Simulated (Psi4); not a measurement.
**ZrH2Cl2O2 (SMILES [OH][Zr]([OH])([Cl])[Cl]): a chain of runs**

Wanted: a series of 9 runs (PBE-D4/def2-SVP, PBE0-D4/def2-TZVP, PBE-D4/def2-TZVPP, r2SCAN-D4/def2-TZVPP, B3LYP-D4/def2-TZVPP, PBE0-D4/def2-TZVPP, wB97M-V/def2-TZVPP, MP2/def2-QZVPP) of ZrH2Cl2O2. The job is set up through a Python script.

The results are computed with Psi4 1.11.

**1. The system as given**

ZrH2Cl2O2: 7 atoms, total charge 0, spin state singlet. As SMILES, `[OH][Zr]([OH])([Cl])[Cl]`. The shape comes from GFN2-xTB, rattled, which is rough for such elements, and wasn't checked as a minimum. This is one conformer, not always the lowest. The run starts from this shape.

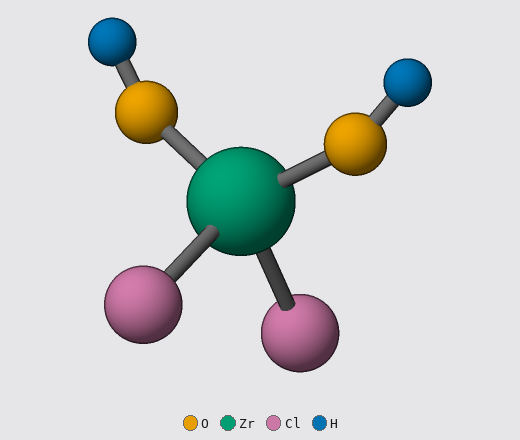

Viewed from a chosen angle; oxygen amber, zirconium teal, chlorine pink, hydrogen blue.

**2. A structure relaxation at PBE-D4/def2-SVP (density fitting, core potential) (run 1)**

File job.py:

```python
import psi4

psi4.set_memory(3300000000)
psi4.set_num_threads(2)
psi4.core.set_output_file('output.dat', False)

molecule = psi4.geometry("""
0 1
O     -1.213138     0.923193     0.656875
Zr    -0.098133    -0.179647    -0.314930
O      1.464192    -0.634593     0.370522
Cl    -1.261623    -1.928572    -1.161900
Cl     0.385236     0.940957    -2.259740
H     -1.531560     1.286172     1.547891
H      2.189836    -0.469044     0.987975
units angstrom
symmetry c1
""")

psi4.set_options({
    'basis': 'def2-SVP',
    'reference': 'rks',
    'scf_type': 'df',
    'geom_maxiter': 40,
    'max_force_g_convergence': 0.0005,
    'opt_coordinates': 'both',
})

E = psi4.optimize('PBE-D4')
print('E =', round(E, 9))
molecule.save_xyz_file('final.xyz', False)
for k, v in sorted(psi4.core.scalar_variables().items()):
    print(f'{k:45s} {v:18.10f}')
```

Run with:

```console
$ python job.py
```

output.dat:

```text
[...]
    !!!  WARNING: ECP capability is in beta. Please check occupations closely.  !!!
[...]
  Running in c1 symmetry.
[...]
  Nuclear repulsion =  316.299048376612745
[...]
  Multiplicity = 1
[...]
  Nalpha       = 32
  Nbeta        = 32
[...]
    Number of basis functions: 105
[...]
   @DF-RKS iter   1: -1117.85143168099239   -2.23820e-01   1.17742e-02 ADIIS/DIIS
[...]
    !!!  WARNING: ECP capability is in beta. Please check occupations closely.  !!!
[...]
   @DF-RKS iter   9: -1118.48794461905322   -5.00222e-12   4.08874e-09 DIIS
[...]
  @DF-RKS Final Energy: -1118.48794461905322
   => Energetics <=
    Nuclear Repulsion Energy =            300.4728630005196806
    One-Electron Energy =               -2157.8258108026261652
    Two-Electron Energy =                 818.7288498431236121
    DFT Exchange-Correlation Energy =     -79.8568464922945793
    Empirical Dispersion Energy =          -0.0070001677756800
    VV10 Nonlocal Energy =                  0.0000000000000000
    Total Energy =                      -1118.4879446190532235
[...]
  -Total Gradient:
     Atom            X                  Y                   Z
    ------   -----------------  -----------------  -----------------
       1        0.000000929300     0.000603393566    -0.000668568532
       2       -0.000030367151    -0.000040772587    -0.000167312846
       3       -0.000382595452    -0.001247427288    -0.000422941686
       4        0.000090031808    -0.000287221029     0.000537126198
       5        0.000059917073     0.000499345515     0.000289982840
       6        0.000016751355    -0.000231512214     0.000140220866
       7        0.000300717306     0.000679002281     0.000290035964
[...]
```

It took 82 s on 2 threads of Intel Xeon Platinum 8259CL at 2.50GHz (Skylake/Cascade Lake), shared host; peak memory 0.75 GiB.

Step by step:

| step | energy from the first frame kept (eV) | largest force (eV/Å) |
| --- | --- | --- |
| 0 | 0.0000 | 6.2224 |
| 1 | -0.7409 | 1.2207 |
| 2 | -0.8318 | 0.5062 |
| 3 | -0.8599 | 0.3407 |
| 4 | -0.8880 | 0.2913 |
| 5 | -0.9163 | 0.1956 |
| 6 | -0.9214 | 0.0690 |
| 7 | -0.9225 | 0.0708 |
| 8 | -0.9242 | 0.0745 |
| 9 | -0.9314 | 0.1677 |
| 10 | -0.9340 | 0.1269 |
| 11 | -0.9347 | 0.0705 |

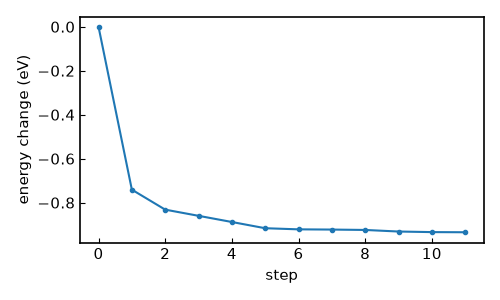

Energy along the run.

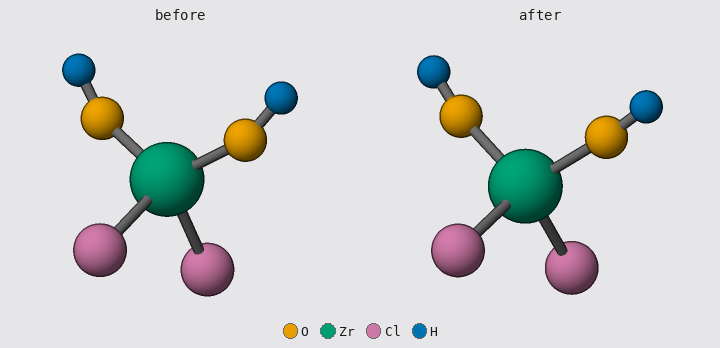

Before and after, at one scale.

After the run. Bond lengths: O1–Zr2 1.906 Å, Zr2–O3 1.910 Å, Zr2–Cl4 2.372 Å, Zr2–Cl5 2.371 Å, O1–H6 0.967 Å, O3–H7 0.968 Å. Angles: O1–Zr2–O3 110.9°, O1–Zr2–Cl4 109.2°, O1–Zr2–Cl5 107.7°, O3–Zr2–Cl4 108.3°, O3–Zr2–Cl5 108.9°, Cl4–Zr2–Cl5 111.9°, Zr2–O1–H6 172.2°, Zr2–O3–H7 164.4°.

**3. A geometry optimisation at PBE0-D4/def2-TZVP (density fitting, core potential) (run 2)**

File run.py:

```python
import psi4

psi4.set_memory(3300000000)
psi4.set_num_threads(2)
psi4.core.set_output_file('run.log', False)

molecule = psi4.geometry("""
0 1
O     -1.192769     0.873515     0.772050
Zr    -0.109225    -0.168771    -0.399724
O      1.517190    -0.685824     0.456890
Cl    -1.287464    -2.135365    -1.008195
Cl     0.407031     1.171677    -2.286390
H     -1.673816     1.346458     1.464985
H      2.297566    -0.728219     1.027993
symmetry c1
""")

psi4.set_options({
    'scf_type': 'df',
    'geom_maxiter': 80,
    'max_force_g_convergence': 0.0002,
})

e = psi4.optimize("pbe0-d4/def2-TZVP", molecule=molecule)
print('E =', round(e, 9))
print(molecule.to_string(dtype='xyz', units='Angstrom'))
```

Run with:

```console
$ python run.py
```

run.log:

```text
[...]
    !!!  WARNING: ECP capability is in beta. Please check occupations closely.  !!!
[...]
  Running in c1 symmetry.
[...]
  Nuclear repulsion =  300.472899328722065
[...]
  Multiplicity = 1
[...]
  Nalpha       = 32
  Nbeta        = 32
[...]
    Number of basis functions: 188
[...]
   @DF-RKS iter   1: -1118.56980872061763   -3.53529e-01   6.18597e-03 DIIS/ADIIS
[...]
    !!!  WARNING: ECP capability is in beta. Please check occupations closely.  !!!
[...]
   @DF-RKS iter   7: -1119.03696804965648   -4.79758e-11   4.91469e-09 DIIS
[...]
  @DF-RKS Final Energy: -1119.03696804965648
   => Energetics <=
    Nuclear Repulsion Energy =            302.7980928128841924
    One-Electron Energy =               -2163.1166620235248956
    Two-Electron Energy =                 801.8468497968806332
    DFT Exchange-Correlation Energy =     -60.5590620278381380
    Empirical Dispersion Energy =          -0.0061866080580818
    VV10 Nonlocal Energy =                  0.0000000000000000
    Total Energy =                      -1119.0369680496562523
[...]
  -Total Gradient:
     Atom            X                  Y                   Z
    ------   -----------------  -----------------  -----------------
       1        0.000198416278     0.000126347224     0.000086371769
       2       -0.000006856732    -0.000017121754    -0.000198208353
       3       -0.000187428738    -0.000208745837     0.000203175966
       4       -0.000005320729    -0.000030062359    -0.000020425765
       5       -0.000020773217    -0.000009538435    -0.000044201964
       6       -0.000157298727    -0.000092576810    -0.000095133128
       7        0.000110406273     0.000151750714    -0.000185469532
[...]
```

On the terminal:

```text
Some dependencies such as QCElemental have not yet finished migration to pydantic v2. If issues are encountered please downgrade pydantic or upgrade QCElemental as appropriate
	Previous geometry is closer to target in internal coordinates, so using that one.

	Best geometry has RMS(Delta(q)) = 8.58e-07

Optimizer: Optimization complete!
E = -1119.03696805
7
0 1 Cl2H2O2Zr
O                    -1.019433367014     1.090992049629     1.437240473367
Zr                    0.070961055626     0.070603565926     0.273665299400
O                     1.686987275692    -0.422918607050     1.129158297030
Cl                   -1.089593999737    -1.880986356386    -0.355417974748
Cl                    0.574153125380     1.364617913976    -1.629665380084
H                    -1.520889156637     1.567436496188     2.092777470681
H                     2.480555708840    -0.551940715948     1.640968021342
```

Run time: 2.2 min. Hardware: 2 threads of Intel Xeon Platinum 8259CL at 2.50GHz (Skylake/Cascade Lake), shared host; peak memory 1.1 GiB.

Step by step:

| step | energy from the first frame kept (eV) | largest force (eV/Å) |
| --- | --- | --- |
| 0 | 0.0000 | 0.7697 |
| 1 | -0.0156 | 0.3374 |
| 2 | -0.0208 | 0.0999 |
| 3 | -0.0211 | 0.0426 |
| 4 | -0.0216 | 0.0310 |
| 5 | -0.0217 | 0.0285 |
| 6 | -0.0221 | 0.0239 |
| 7 | -0.0223 | 0.0182 |
| 8 | -0.0223 | 0.0173 |
| 9 | -0.0224 | 0.0178 |

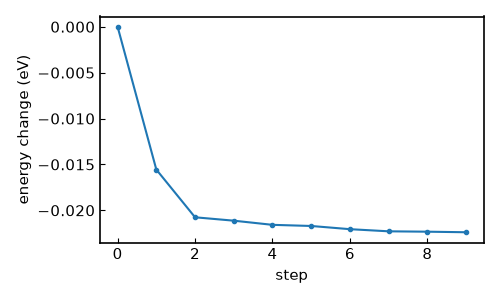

Energy along the run.

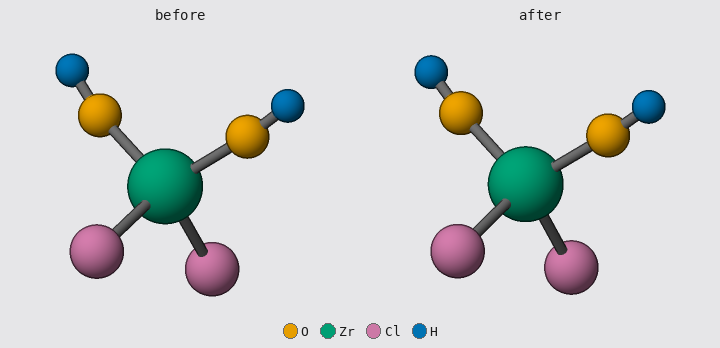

Before and after, at one scale.

After the run. Bond lengths: O1–Zr2 1.893 Å, Zr2–O3 1.894 Å, Zr2–Cl4 2.356 Å, Zr2–Cl5 2.356 Å, O1–H6 0.953 Å, O3–H7 0.953 Å. Angles: O1–Zr2–O3 110.7°, O1–Zr2–Cl4 109.1°, O1–Zr2–Cl5 108.9°, O3–Zr2–Cl4 109.0°, O3–Zr2–Cl5 109.0°, Cl4–Zr2–Cl5 110.1°, Zr2–O1–H6 174.5°, Zr2–O3–H7 171.2°.

**4. The harmonic vibrations at PBE0-D4/def2-TZVP (density fitting, core potential) (run 3)**

File cl2h2o2zr.xyz:

```xyz
7
Cl2H2O2Zr
O     -1.198903     0.857576     0.771896
Zr    -0.108509    -0.162812    -0.391679
O      1.507517    -0.656335     0.463814
Cl    -1.269064    -2.114402    -1.020763
Cl     0.394683     1.131202    -2.295010
H     -1.700359     1.334021     1.427433
H      2.301086    -0.785357     0.975623
```

File cl2h2o2zr.py:

```python
import psi4

psi4.set_memory('3300 MB')
psi4.set_num_threads(2)
psi4.set_output_file('output.dat', False)

with open('cl2h2o2zr.xyz') as f:
    atoms = ''.join(f.readlines()[2:])
geom = psi4.geometry('0 1\n' + atoms + 'symmetry c1')

psi4.set_options({
    'basis': 'def2-TZVP',
    'scf_type': 'df',
    'rotational_symmetry_number': 1,
})

E, wfn = psi4.frequency("pbe0-d4", return_wfn=True)
print(f'pbe0-d4 energy: {E:.10f} Eh')
print('wavenumbers / cm^-1:', wfn.frequencies().np.round(1))
for k in ('ZPVE', 'ENTHALPY', 'GIBBS FREE ENERGY'):
    print(f'{k}: {psi4.variable(k):.8f} Eh')
```

Run with:

```console
$ python cl2h2o2zr.py
```

output.dat:

```text
[...]
  Running in c1 symmetry.
[...]
  Nuclear repulsion =  302.798098328971150
[...]
  Multiplicity = 1
[...]
  Nalpha       = 32
  Nbeta        = 32
[...]
    Number of basis functions: 188
[...]
   @DF-RKS iter   1: -1118.57382680257638   -2.88786e-01   6.18756e-03 DIIS/ADIIS
[...]
   @DF-RKS iter  13: -1119.03696503348419   -4.09273e-12   5.16055e-09 DIIS
[...]
  @DF-RKS Final Energy: -1119.03696503348419
   => Energetics <=
    Nuclear Repulsion Energy =            302.7962552026028789
    One-Electron Energy =               -2163.1134671229065134
    Two-Electron Energy =                 801.8453920258157268
    DFT Exchange-Correlation Energy =     -60.5589586401542093
    Empirical Dispersion Energy =          -0.0061864988422003
    VV10 Nonlocal Energy =                  0.0000000000000000
    Total Energy =                      -1119.0369650334844209
[...]
  -Total Gradient:
     Atom            X                  Y                   Z
    ------   -----------------  -----------------  -----------------
       1        0.000917612443    -0.000555125604    -0.000856071282
       2        0.000010280389    -0.000026967970    -0.000203312421
       3        0.000704381715    -0.000356954109     0.000780275464
       4       -0.000007033821    -0.000028536606    -0.000020061883
       5       -0.000022532411    -0.000008700416    -0.000043824449
       6       -0.000883803034     0.000596103005     0.000856583787
       7       -0.000790343517     0.000301481875    -0.000766906701
[...]
  ==> Harmonic Vibrational Analysis <==
[...]
  Freq [cm^-1]                 106.1586            119.3621            140.5023
[...]
  Freq [cm^-1]                 144.1220            161.5427            178.1965
[...]
  Freq [cm^-1]                 236.6436            273.8373            284.3511
[...]
```

The script printed:

```text
Warning: used thermodynamics relations inappropriate for low-frequency modes: ['106.1586' '119.3621' '140.5023' '144.1220' '161.5427' '178.1965'
 '236.6436' '273.8373' '284.3511' '391.0443' '417.0173']
pbe0-d4 energy: -1119.0369680484 Eh
wavenumbers / cm^-1: [ 106.2  119.4  140.5  144.1  161.5  178.2  236.6  273.8  284.4  391.
  417.   740.7  746.6 3993.8 3997.8]
ZPVE: 0.02718246 Eh
ENTHALPY: -1118.99985150 Eh
GIBBS FREE ENERGY: -1119.04486681 Eh
```

Run time: 9.7 min. Hardware: 2 threads of Intel Xeon Platinum 8259CL at 2.50GHz (Skylake/Cascade Lake), shared host; peak memory 1.2 GiB.

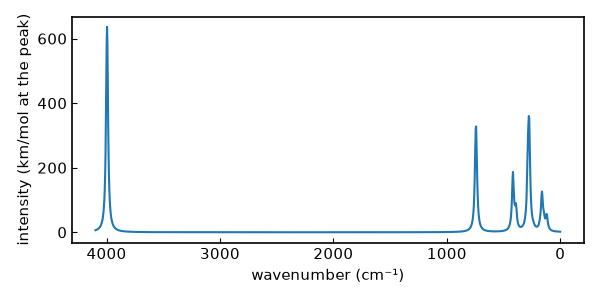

Harmonic infrared spectrum, unscaled, lines broadened by 10 cm⁻¹.

Runs 4 to 8 aren't shown in full; the table further down has their settings and results.

**5. A single-point energy at MP2/def2-QZVPP (density fitting, core potential, density fitting for correlation) (run 9)**

cl2h2o2zr.xyz is that of step 4.

File calc.py:

```python
import psi4

psi4.set_memory(3300000000)
psi4.set_num_threads(2)
psi4.core.set_output_file('output.dat', False)

with open('cl2h2o2zr.xyz') as f:
    atoms = ''.join(f.readlines()[2:])
m = psi4.geometry('0 1\n' + atoms + 'symmetry c1')

psi4.set_options(dict(scf_type='df', num_frozen_docc=12))

e_tot, wfn = psi4.energy('mp2/def2-QZVPP', return_wfn=True)
print(f'total energy {e_tot:.8f} hartree = {e_tot * 27.211386:.5f} eV')
```

Run with:

```console
$ python calc.py
```

output.dat:

```text
[...]
    !!!  WARNING: ECP capability is in beta. Please check occupations closely.  !!!
[...]
  Running in c1 symmetry.
[...]
  Nuclear repulsion =  302.798098328971150
[...]
  Multiplicity = 1
[...]
  Nalpha       = 32
  Nbeta        = 32
[...]
    Number of basis functions: 395
[...]
   @DF-RHF iter   1: -1116.49355133131508   -1.43075e+00   2.48668e-03 ADIIS/DIIS
[...]
   @DF-RHF iter  12: -1116.87426419361941   -5.20686e-11   9.04948e-09 DIIS
[...]
  @DF-RHF Final Energy: -1116.87426419361941
   => Energetics <=
    Nuclear Repulsion Energy =            302.7980983289711503
    One-Electron Energy =               -2162.3295223088539387
    Two-Electron Energy =                 742.6571597862631506
    Total Energy =                      -1116.8742641936196378
[...]
 Multipole Moments:
 ------------------------------------------------------------------------------------
     Multipole            Electronic (a.u.)      Nuclear  (a.u.)        Total (a.u.)
 ------------------------------------------------------------------------------------
 L = 1.  Multiply by 2.5417464519 to convert [e a0] to [Debye]
 Dipole X            :          3.4047013           -3.0440909            0.3606104
 Dipole Y            :          3.3701069           -2.9686534            0.4014535
 Dipole Z            :         13.1394411          -11.7115863            1.4278548
 Magnitude           :                                                    1.5264253
[...]
```

Standard output:

```text
total energy -1118.21079469 hartree = -30428.06556 eV
```

Wall time 27 s (2 threads of Intel Xeon Platinum 8259CL at 2.50GHz (Skylake/Cascade Lake), shared host); peak memory 1.6 GiB.

**6. Overview of the runs**

| run | level | geom maxiter | max force g convergence | energy (Eh) | dipole moment (D) | HOMO energy (eV) | LUMO energy (eV) | wall time |
| --- | --- | --- | --- | --- | --- | --- | --- | --- |
| 1 | PBE-D4/def2-SVP (density fitting, core potential) | 40 | 0.0005 | -1118.487945 | 4.13 | -7.34 | -1.88 | 82 s |
| 2 | PBE0-D4/def2-TZVP (density fitting, core potential) | 80 | 0.0002 | -1119.036968 | 3.93 | -8.94 | -1.26 | 2.2 min |
| 3 | PBE0-D4/def2-TZVP (density fitting, core potential) | – | – | -1119.036968 | 3.93 | – | – | 9.7 min |
| 4 | PBE-D4/def2-TZVPP (density fitting, core potential) | – | – | -1119.002450 | 3.81 | -7.53 | -2.05 | 23 s |
| 5 | r2SCAN-D4/def2-TZVPP (density fitting, core potential) | – | – | -1119.412828 | 3.89 | -7.91 | -1.89 | 66 s |
| 6 | B3LYP-D4/def2-TZVPP (density fitting, core potential) | – | – | -1119.574150 | 3.83 | -8.64 | -1.44 | 21 s |
| 7 | PBE0-D4/def2-TZVPP (density fitting, core potential) | – | – | -1119.044144 | 3.86 | -8.93 | -1.23 | 21 s |
| 8 | wB97M-V/def2-TZVPP (density fitting, core potential) | – | – | -1119.344263 | 3.90 | -11.22 | 0.46 | 75 s |
| 9 | MP2/def2-QZVPP (density fitting, core potential, density fitting for correlation) | – | – | -1118.210795 | – | -12.24 | 1.03 | 27 s |

**7. Summary of results**

| quantity | value |
| --- | --- |
| run 9, MP2/def2-QZVPP: total energy | -1118.21079 Eh |
| run 9, MP2/def2-QZVPP: HOMO energy (Hartree–Fock orbitals) | -12.24 eV |
| run 9, MP2/def2-QZVPP: LUMO energy (Hartree–Fock orbitals) | 1.03 eV |
| run 9, MP2/def2-QZVPP: HOMO–LUMO gap (Hartree–Fock orbitals) | 13.28 eV |
| run 9, MP2/def2-QZVPP: correlation energy (12 core orbitals frozen) | -1336.5 mEh |

What this shows: Over runs 3, 4, 5, 6, 7, 8 the dipole moment (its size) runs from 3.81 D (PBE-D4/def2-TZVPP) to 3.93 D (PBE0-D4/def2-TZVP). The two ends differ in method and basis. Over runs 4, 5, 6, 7, 8 the HOMO–LUMO gap runs from 5.48 eV (PBE-D4/def2-TZVPP) to 11.69 eV (wB97M-V/def2-TZVPP). Totals of different functionals can't be ranked against each other. All runs together took 17 min, the longest 9.7 min.
